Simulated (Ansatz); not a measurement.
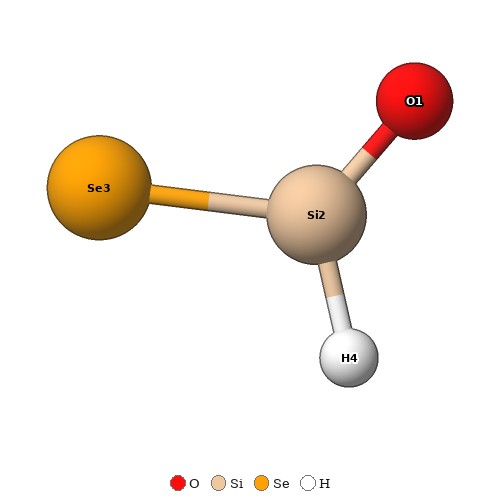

The system is HOSeSi, SMILES O=[SiH][Se], spin multiplicity 2; the picture shows the reference structure. Coordinates scanned: (1) bond length O1–Si2; (2) bond length Si2–Se3. Nothing is relaxed (all other coordinates rigid). The scan uses a 9 × 9 grid. At 2 points there is no value. Points are written as (first, second). All energies are given in kJ/mol relative to the relaxed molecule at the same level. In part of the range the unrestricted reference is strongly spin-contaminated. These are results of UKS PBE0-D4/def2-TZVP (Ansatz 0.2.0), not measurements.

Its coordinates:

```tsv
atom	x (Å)	y (Å)	z (Å)
O	-1.2108	-0.2340	1.0958
Si	-0.1780	0.0381	0.0174
Se	1.9426	-0.5917	0.1634
H	-0.4102	0.7455	-1.2664
```

Range: bond length O1–Si2 from 1.245 to 2.277 Å; bond length Si2–Se3 from 1.951 to 2.771 Å.

**What landscape does the calculation give?**

The lowest grid point is at (1.503 Å, 2.258 Å), 1.6 kJ/mol from the relaxed molecule at the same level. No other kind of well shows on this grid. The highest grid point, (2.277 Å, 2.771 Å), lies 559 kJ/mol above the lowest. Round the minimum the two coordinates are weakly coupled (coupling 0.06 in units of the two stiffnesses).

```
bond length Si2–Se3 ↓, bond length O1–Si2 →  1.245  1.374  1.503  1.632  1.761  1.890  2.019  2.148  2.277
                                      2.771    455    177    108    141    222    320    419    498    561
                                      2.669    429    151     80    113    194    291    389    463    523
                                      2.566    404    125     54     87    166    263    355    425    481
                                      2.463    382    102     31     62    141    237    321      –    437
                                      2.361    366     85     12     43    120    215    286    343    394
                                      2.258    359     76      2     31    106      –    250    305    356
                                      2.156    364     80      4     30    101    168    224    278    329
                                      2.053    390    103     24     47    105    161    215    269    320
                                      1.951    444    155     72     87    133    182    235    288    338
```

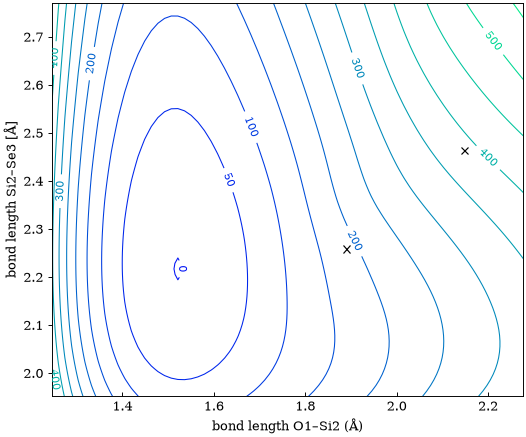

In the figure: contour lines labelled in kJ/mol, crosses at grid points without a value. Between grid points the surface is interpolated.

Each point was launched as `ansatz run input.yaml --threads 1 --pin off --max-ram 2560MiB --backend cpu --events-out ev --progress --plain --runs-dir out`. Time for the 79 points that were run: 71 min on 1 thread of Arm Neoverse N1, on a shared host.
